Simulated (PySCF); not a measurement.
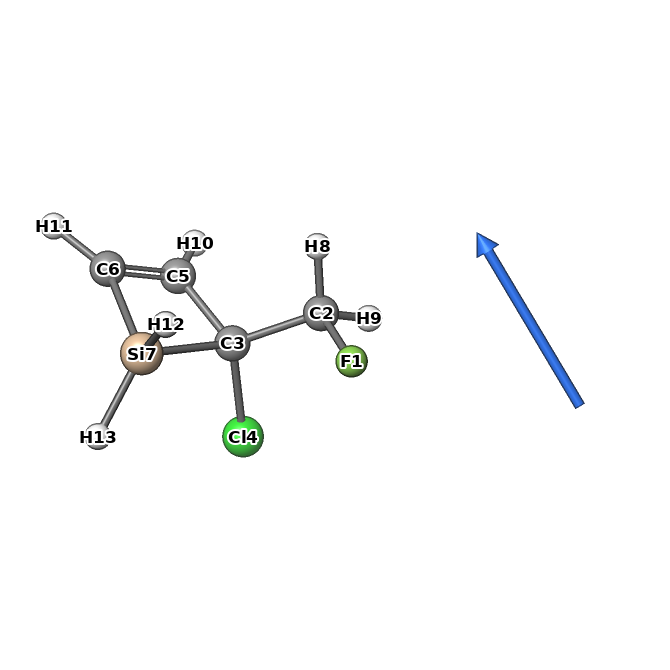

The arrow beside the molecule shows the direction of the dipole moment, from the negative to the positive end (its length means nothing). Computed geometry: GFN2-xTB optimisation. No frequency run is at hand to confirm it as a minimum. Properties computed with PBE0/def2-SVPD, gas phase (PySCF 2.14.0).

Q: How large is the dipole moment?

A: 2.91 D; it points from the side of Cl4 to the side of H11 (the outermost atoms at the two ends).

The geometry is semi-empirical. Around Si such bond lengths and angles can be off by a tenth of an ångström or more and by several degrees, and values that hang on the shape move with them.
